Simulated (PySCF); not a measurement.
**SiH2O (oxosilane): levels of theory compared**

Wanted: a comparison of 6 runs (HF/3-21G, HF/def2-SVP, B3LYP/6-31G*, B3LYP/def2-SVPD, PBE0/def2-SVPD, MP2/pcseg-1) of SiH2O (oxosilane). Input form: a Python script.

The results are computed with PySCF 2.14.0.

### Step 1. Starting point

SiH2O: 4 atoms, total charge 0, spin state singlet. As SMILES, `O=[SiH2]`. The coordinates come from a PBE0-D4/def2-TZVP relaxation.

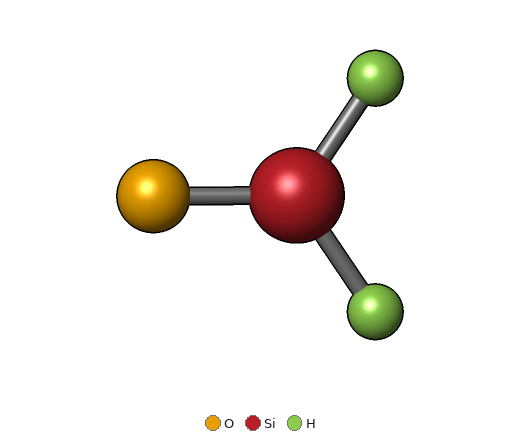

Viewed from a chosen angle; oxygen amber, silicon red, hydrogen green.

### Step 2. Energy and gradient at HF/3-21G (run 1)

input.py

```python
import pyscf.grad
from pyscf import gto

mol = gto.Mole()
mol.atom = '''
O       -0.283200       0.413500       1.469500
Si      -0.006700       0.009800       0.034900
H        0.439900      -1.346000      -0.376200
H       -0.150000       0.922700      -1.128300
'''
mol.verbose = 4
mol.charge = 0
mol.max_memory = 1860
mol.basis = '3-21g'
mol.build()

myscf = mol.RHF()
myscf.conv_tol = 1e-10
myscf.kernel()
if not myscf.converged:
    myscf = myscf.newton().run(myscf.mo_coeff, myscf.mo_occ)

e_final = myscf.e_tot
print('Final energy', e_final)
grad = myscf.Gradients().kernel()
myscf.analyze()
```

The run is started by

```console
$ OMP_NUM_THREADS=1 python input.py
```

What it wrote:

```text
PySCF version 2.14.0

[INPUT] num. atoms = 4
[INPUT] num. electrons = 24
[INPUT] charge = 0
[INPUT] spin (= nelec alpha-beta = 2S) = 0
[INPUT] symmetry False subgroup None
[INPUT] Mole.unit = angstrom
[INPUT] Symbol           X                Y                Z      unit          X                Y                Z       unit  Magmom
[INPUT]  1 O     -0.283200000000   0.413500000000   1.469500000000 AA   -0.535170438477   0.781401752508   2.776952540048 Bohr   0.0
[INPUT]  2 Si    -0.006700000000   0.009800000000   0.034900000000 AA   -0.012661165035   0.018519316021   0.065951441747 Bohr   0.0
[INPUT]  3 H      0.439900000000  -1.346000000000  -0.376200000000 AA    0.831290522196  -2.543571363665  -0.710914968061 Bohr   0.0
[INPUT]  4 H     -0.150000000000   0.922700000000  -1.128300000000 AA   -0.283458918685   1.743650295136  -2.132177986347 Bohr   0.0

nuclear repulsion = 52.4847900192363
number of shells = 16
number of NR pGTOs = 48
number of NR cGTOs = 26
basis = 3-21g
ecp = {}

[... 39 lines left out ...]
converged SCF energy = -362.953506029522
[... 13 lines left out ...]
Nuclear Repulsion Energy =              52.484790019236300
[... 2 lines left out ...]
Two-electron Coulomb Energy =          221.404897732733019
[... 4 lines left out ...]
MO #2   energy= -20.424566694132   occ= 2
[... 2 lines left out ...]
MO #5   energy= -4.26182715307271  occ= 2
[... 2 lines left out ...]
MO #8   energy= -0.707395283822594 occ= 2
[... 2 lines left out ...]
MO #11  energy= -0.439244817895419 occ= 2
[... 2 lines left out ...]
MO #14  energy= 0.16371337007598   occ= 0
[... 2 lines left out ...]
MO #17  energy= 0.385473202201788  occ= 0
[... 2 lines left out ...]
MO #20  energy= 0.701303726642873  occ= 0
MO #21  energy= 1.27593797484761   occ= 0
MO #22  energy= 1.31787904452358   occ= 0
MO #23  energy= 1.86655253873624   occ= 0
MO #24  energy= 1.94685263218809   occ= 0
MO #25  energy= 1.97841367109007   occ= 0
MO #26  energy= 3.0186519883212    occ= 0
 ** Mulliken pop on meta-lowdin orthogonal AOs  **
 ** Mulliken pop  **
pop of  0 O 1s            1.99986
pop of  0 O 2s            1.75489
pop of  0 O 3s            0.00194
pop of  0 O 2px           1.45821
pop of  0 O 2py           1.78176
pop of  0 O 2pz           1.67125
pop of  0 O 3px           0.00168
pop of  0 O 3py           0.00283
pop of  0 O 3pz           0.00182
pop of  1 Si 1s           1.99999
pop of  1 Si 2s           1.99986
pop of  1 Si 3s           1.00115
pop of  1 Si 4s           0.01296
pop of  1 Si 2px          1.99991
pop of  1 Si 2py          1.99986
pop of  1 Si 2pz          1.99977
pop of  1 Si 3px          0.58799
pop of  1 Si 3py          0.81584
pop of  1 Si 3pz          0.62023
pop of  1 Si 4px          0.00253
pop of  1 Si 4py          0.02365
pop of  1 Si 4pz          0.02899
pop of  2 H 1s            1.11152
pop of  2 H 2s            0.00501
pop of  3 H 1s            1.11151
pop of  3 H 2s            0.00501
 ** Mulliken atomic charges  **
charge of    0O =     -0.67423
charge of    1Si =      0.90727
charge of    2H =     -0.11652
charge of    3H =     -0.11652
Dipole moment(X, Y, Z, Debye):  0.67921, -0.99167, -3.52327
```

Wall time 0.99 s (1 thread of Intel Xeon at 2.70GHz, shared host); peak memory 0.12 GiB.

### Step 3. Energy and forces at HF/def2-SVP (run 2)

geometry.xyz

```xyz
4
H2OSi
O     -0.283200     0.413500     1.469500
Si    -0.006700     0.009800     0.034900
H      0.439900    -1.346000    -0.376200
H     -0.150000     0.922700    -1.128300
```

input.py

```python
import pyscf.grad
from pyscf import gto, scf

mol = gto.M(
    atom='geometry.xyz',
    basis='def2-svp',
    verbose=4,
    max_memory=1860,
    charge=0,
)

mf = scf.RHF(mol)
mf.conv_tol = 1e-10
mf.kernel()
if not mf.converged:
    mf = mf.newton().run(mf.mo_coeff, mf.mo_occ)

e_tot = mf.e_tot
print('E = %.10f Eh' % e_tot)
grad = mf.Gradients().kernel()
mf.analyze()
```

The run is started by

```console
$ OMP_NUM_THREADS=1 python input.py
```

What it wrote:

```text
PySCF version 2.14.0

[INPUT] num. atoms = 4
[INPUT] num. electrons = 24
[INPUT] charge = 0
[INPUT] spin (= nelec alpha-beta = 2S) = 0
[INPUT] symmetry False subgroup None
[INPUT] Mole.unit = angstrom
[INPUT] Symbol           X                Y                Z      unit          X                Y                Z       unit  Magmom
[INPUT]  1 O     -0.283200000000   0.413500000000   1.469500000000 AA   -0.535170438477   0.781401752508   2.776952540048 Bohr   0.0
[INPUT]  2 Si    -0.006700000000   0.009800000000   0.034900000000 AA   -0.012661165035   0.018519316021   0.065951441747 Bohr   0.0
[INPUT]  3 H      0.439900000000  -1.346000000000  -0.376200000000 AA    0.831290522196  -2.543571363665  -0.710914968061 Bohr   0.0
[INPUT]  4 H     -0.150000000000   0.922700000000  -1.128300000000 AA   -0.283458918685   1.743650295136  -2.132177986347 Bohr   0.0

nuclear repulsion = 52.4847900192363
number of shells = 20
number of NR pGTOs = 74
number of NR cGTOs = 42
basis = def2-svp
ecp = {}

[... 54 lines left out ...]
One-electron Energy =                 -610.025764024442537
[... 6 lines left out ...]
MO #2   energy= -20.5038959472952  occ= 2
[... 4 lines left out ...]
MO #7   energy= -1.22710758194104  occ= 2
[... 4 lines left out ...]
MO #12  energy= -0.439100170395644 occ= 2
[... 4 lines left out ...]
MO #17  energy= 0.283671147890078  occ= 0
[... 4 lines left out ...]
MO #22  energy= 0.682050822442619  occ= 0
[... 4 lines left out ...]
MO #27  energy= 1.14190783416917   occ= 0
[... 4 lines left out ...]
MO #32  energy= 1.73140694636664   occ= 0
[... 4 lines left out ...]
MO #37  energy= 2.43648748747841   occ= 0
[... 4 lines left out ...]
MO #42  energy= 3.6934078194902    occ= 0
[... 10 lines left out ...]
pop of  0 O 3pz           0.00139
pop of  0 O 3dxy          0.00029
pop of  0 O 3dyz          0.00306
pop of  0 O 3dz^2         0.00480
pop of  0 O 3dxz          0.00274
pop of  0 O 3dx2-y2       0.00028
pop of  1 Si 1s           1.99999
pop of  1 Si 2s           1.99987
pop of  1 Si 3s           0.94920
pop of  1 Si 4s           0.01080
pop of  1 Si 2px          1.99999
pop of  1 Si 2py          1.99999
pop of  1 Si 2pz          1.99997
pop of  1 Si 3px          0.45114
pop of  1 Si 3py          0.77431
pop of  1 Si 3pz          0.61782
pop of  1 Si 4px          0.00209
pop of  1 Si 4py          0.01498
pop of  1 Si 4pz          0.02058
pop of  1 Si 3dxy         0.00338
pop of  1 Si 3dyz         0.02430
pop of  1 Si 3dz^2        0.01264
pop of  1 Si 3dxz         0.01636
pop of  1 Si 3dx2-y2      0.00496
pop of  2 H 1s            1.13068
pop of  2 H 2s            0.00505
pop of  2 H 2px           0.00058
pop of  2 H 2py           0.00544
pop of  2 H 2pz           0.00031
pop of  3 H 1s            1.13067
pop of  3 H 2s            0.00504
pop of  3 H 2px           0.00013
pop of  3 H 2py           0.00292
pop of  3 H 2pz           0.00329
 ** Mulliken atomic charges  **
charge of    0O =     -0.81352
charge of    1Si =      1.09763
charge of    2H =     -0.14206
charge of    3H =     -0.14205
Dipole moment(X, Y, Z, Debye):  0.75898, -1.10811, -3.93718
```

Wall time 1.4 s (1 thread of Intel Xeon at 2.70GHz, shared host); peak memory 0.12 GiB.

Runs 3 to 5 aren't shown in full; the table further down has their settings and results.

### Step 4. Energy and gradient at MP2/pcseg-1 (run 6)

input.py

```python
from pyscf import gto, mp

mol = gto.Mole()
mol.atom = '''
O     -0.535170     0.781402     2.776953
Si    -0.012661     0.018519     0.065951
H      0.831291    -2.543571    -0.710915
H     -0.283459     1.743650    -2.132178
'''
mol.verbose = 3
mol.unit = 'bohr'
mol.max_memory = 1860
mol.spin = 0
mol.basis = 'pcseg-1'
mol.build()

myscf = mol.RHF()
myscf.conv_tol = 1e-10
myscf.kernel()
if not myscf.converged:
    myscf = myscf.newton().run(myscf.mo_coeff, myscf.mo_occ)

pt = mp.MP2(myscf, frozen=6).run()
etot = pt.e_tot
print('E(%s) = %.9f' % ('MP2', etot))
grad = pt.nuc_grad_method().kernel()
myscf.analyze()
```

The run is started by

```console
$ OMP_NUM_THREADS=1 python input.py
```

What it wrote:

```text
converged SCF energy = -364.888630458564
E(RMP2) = -365.174146044509  E_corr = -0.285515585945094
E(SCS-RMP2) = -365.170991742295  E_corr = -0.282361283731853
E(MP2) = -365.174146045
--------------- RMP2 gradients ---------------
         x                y                z
0 O     0.0062024240    -0.0090571598    -0.0321921285
1 Si    -0.0066550595     0.0097045382     0.0346058079
2 H     0.0010825616    -0.0036208635    -0.0001039331
3 H    -0.0006299260     0.0029734852    -0.0023097463
----------------------------------------------
**** MO energy ****
MO #1   energy= -68.810991118153   occ= 2
MO #2   energy= -20.4942163280971  occ= 2
MO #3   energy= -6.17844979448425  occ= 2
MO #4   energy= -4.29506716200282  occ= 2
MO #5   energy= -4.29273874958657  occ= 2
MO #6   energy= -4.29118576860949  occ= 2
MO #7   energy= -1.25400752604313  occ= 2
MO #8   energy= -0.703225813027397 occ= 2
MO #9   energy= -0.552969572475359 occ= 2
MO #10  energy= -0.526038273199855 occ= 2
MO #11  energy= -0.456477972144214 occ= 2
MO #12  energy= -0.443152237668072 occ= 2
MO #13  energy= 0.039973343627167  occ= 0
MO #14  energy= 0.129120543125442  occ= 0
MO #15  energy= 0.150897497687716  occ= 0
MO #16  energy= 0.201365031723307  occ= 0
MO #17  energy= 0.255744966556781  occ= 0
MO #18  energy= 0.306445262520251  occ= 0
MO #19  energy= 0.309945200108903  occ= 0
MO #20  energy= 0.516289528771391  occ= 0
MO #21  energy= 0.630998823082343  occ= 0
MO #22  energy= 0.642530842853887  occ= 0
MO #23  energy= 0.742515573868118  occ= 0
MO #24  energy= 0.849524366559262  occ= 0
MO #25  energy= 0.981740974929444  occ= 0
MO #26  energy= 1.05838729211994   occ= 0
MO #27  energy= 1.18906007438079   occ= 0
MO #28  energy= 1.21065941646885   occ= 0
MO #29  energy= 1.26824186834154   occ= 0
MO #30  energy= 1.44334903226793   occ= 0
MO #31  energy= 1.79571891320343   occ= 0
MO #32  energy= 2.07902805302218   occ= 0
MO #33  energy= 2.1512423701882    occ= 0
MO #34  energy= 2.15156837036216   occ= 0
MO #35  energy= 2.30229021064286   occ= 0
MO #36  energy= 2.54045888249083   occ= 0
MO #37  energy= 2.59650895131518   occ= 0
MO #38  energy= 2.67590023763263   occ= 0
MO #39  energy= 2.68186142026755   occ= 0
MO #40  energy= 2.78063980788981   occ= 0
MO #41  energy= 3.00166182538164   occ= 0
MO #42  energy= 3.36660138735419   occ= 0
 ** Mulliken atomic charges  **
charge of    0O =     -0.84754
charge of    1Si =      1.10444
charge of    2H =     -0.12846
charge of    3H =     -0.12845
Dipole moment(X, Y, Z, Debye):  0.81739, -1.19339, -4.24023
```

It took 2.3 s on 1 thread of Intel Xeon at 2.70GHz, shared host; peak memory 0.16 GiB.

### Step 5. Overview of the runs

| run | level | integration grid | frozen core orbitals | energy (Eh) | dipole moment (D) of the reference | HOMO energy (eV) | LUMO energy (eV) | wall time |
| --- | --- | --- | --- | --- | --- | --- | --- | --- |
| 1 | HF/3-21G | – | – | -362.953506 | 3.72 | -11.67 | 1.66 | 0.99 s |
| 2 | HF/def2-SVP | – | – | -364.774992 | 4.16 | -11.95 | 1.49 | 1.4 s |
| 3 | B3LYP/6-31G* (spherical functions) | 5 | – | -365.893879 | 3.39 | -7.79 | -2.04 | 7.2 s |
| 4 | B3LYP/def2-SVPD | 5 | – | -365.774451 | 3.80 | -8.10 | -2.52 | 12 s |
| 5 | PBE0/def2-SVPD | 5 | – | -365.543305 | 3.82 | -8.35 | -2.29 | 11 s |
| 6 | MP2/pcseg-1 | – | 6 | -365.174146 | 4.48 | -12.06 | 1.09 | 2.3 s |

### Step 6. Outcome

| quantity | value |
| --- | --- |
| run 6: total energy | -365.17415 Eh |
| run 6: dipole moment (Hartree–Fock density) | 4.48 D |
| run 6: HOMO energy (Hartree–Fock orbitals) | -12.06 eV |
| run 6: LUMO energy (Hartree–Fock orbitals) | 1.09 eV |
| run 6: HOMO–LUMO gap (Hartree–Fock orbitals) | 13.15 eV |
| run 6: correlation energy (6 core orbitals frozen) | -285.5 mEh |
| run 6: largest force on an atom | 1.880 eV/Å |

What this shows: Over runs 1, 2, 3, 4, 5 the dipole moment (its size) runs from 3.39 D (B3LYP/6-31G*) to 4.16 D (HF/def2-SVP). The two ends differ in method and basis. Over runs 1, 2, 3, 4, 5 the HOMO–LUMO gap runs from 5.58 eV (B3LYP/def2-SVPD) to 13.43 eV (HF/def2-SVP). Totals of different functionals can't be ranked against each other. All runs together took 35 s, the longest 12 s.
